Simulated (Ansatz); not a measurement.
**FH₈NW: density, localisation and related maps**

```xyz
11

W     0.2181    0.1989   -0.1872
H    -0.2766   -0.1668    1.4227
H     1.3423   -0.7189    0.6969
H    -0.7477    1.3965    0.5344
H    -1.4057   -0.1722   -0.0593
H    -0.1857   -1.4067    0.0353
F     0.1786    0.0148   -2.0909
N     1.6023    1.6492    0.9286
H     2.6034    1.4639    0.8300
H     1.4403    2.6412    0.7393
H     1.3707    1.4964    1.9133
```

Core potentials replace the inner electrons of W.

These are results of Ansatz 0.2.0, RKS B3LYP/def2-SVP, not measurements.

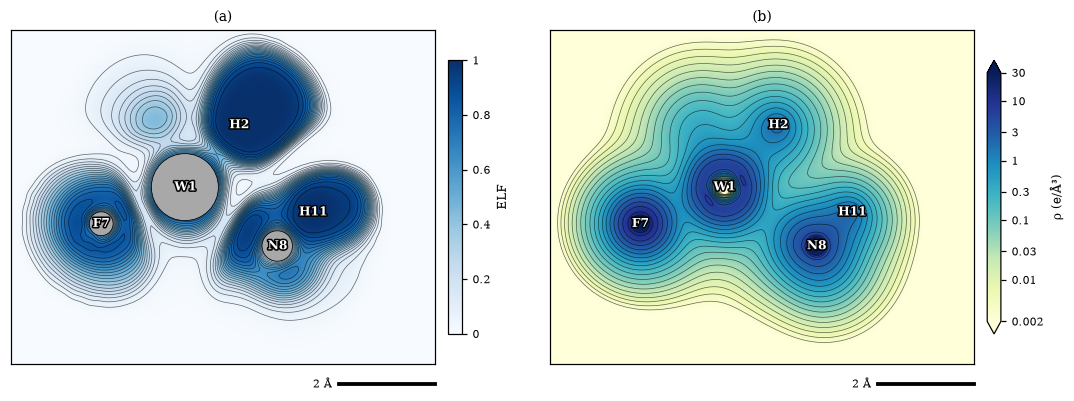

Figure 1. (a) electron localisation function; (b) electron density on the plane of atoms F7, W1 and N8. Grey discs cover the atomic cores in the ELF map.

### What do the fields say about this system?

- The plane passes through W, H, F and N nuclei.
- W–F (1.91 Å): ρ is about 0.95 e/Å³ halfway; the ELF peaks at about 0.85 in the valence shell of F, 0.5 Å from its nucleus, and drops to about 0.15 between the two atoms.
- W–N (2.29 Å): ρ is about 0.45 e/Å³ halfway; the ELF peaks at about 0.95 in the valence shell of N, 0.7 Å from its nucleus, and is about 0.20 at the midpoint.
- N–H (1.02 Å): ρ is about 2.9 e/Å³ halfway; the ELF climbs to about 1 towards the hydrogen, as it does in any bond to H (a covalent bond by its length).

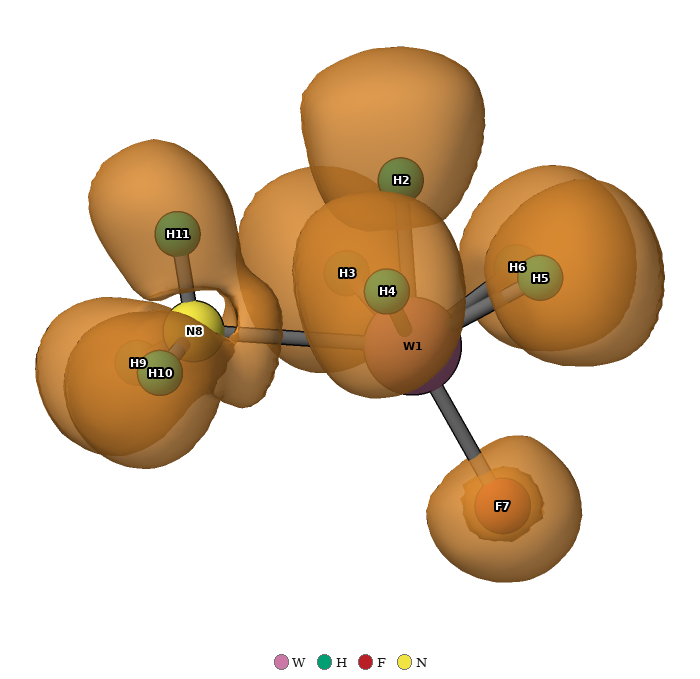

Figure 2. Isosurface of the electron localisation function at 0.75 (orange), seen across its widest extent. Core shells and regions of very low density are left out.

### Describe the localisation domains.

The ELF exceeds this value in five regions around hydrogen nuclei, one region wrapped around F (its valence shell) and one joined region spread over several atoms (H, N), in which their bonds and any lone pairs are merged.

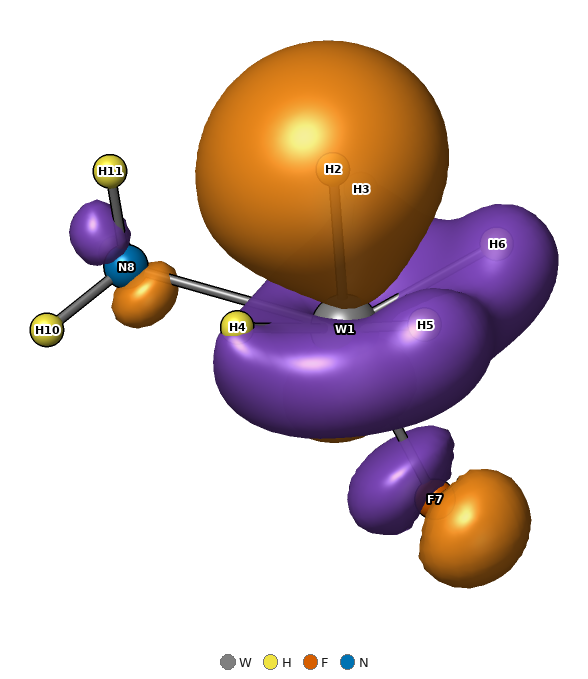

Figure 3. The HOMO at ±0.1 Å⁻³ᐟ² (orange and purple are the two phases), seen at a tilt.

### Describe this orbital and give its energy.

By Hirshfeld shares it lies mainly on W1 (about 40 %), H2 (about 35 %) and F7 (about 10 %). Its energy is −7.00 eV.
